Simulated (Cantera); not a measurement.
Feed: 1 mol CHF3, 1.4 mol H2, held at 0.00350 bar.

Cantera equilibrium calculation (NASA polynomials, part measured and part estimated; ideal gas, pure solids and liquids). Candidate condensed phases: C, C6H6, C7H8, C8H18; 95 gas species. Kinetics and transport are ignored.

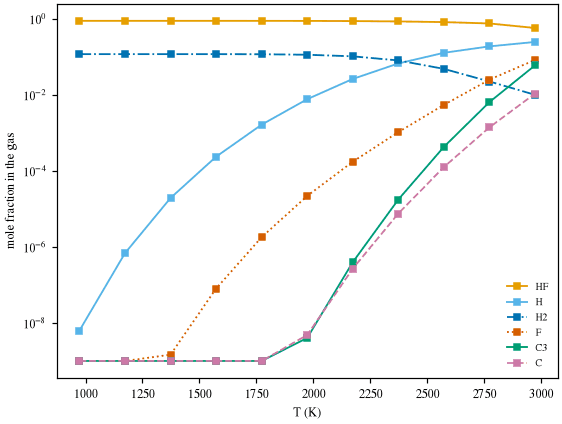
Figure: Equilibrium gas composition (values under 1e-9 drawn at 1e-9)

Problem. Read off the mole fractions at 2973 K.

Solution. HF about 0.57, H about 0.25, F about 0.083, C3 about 0.059, C about 0.011, H2 about 0.010.
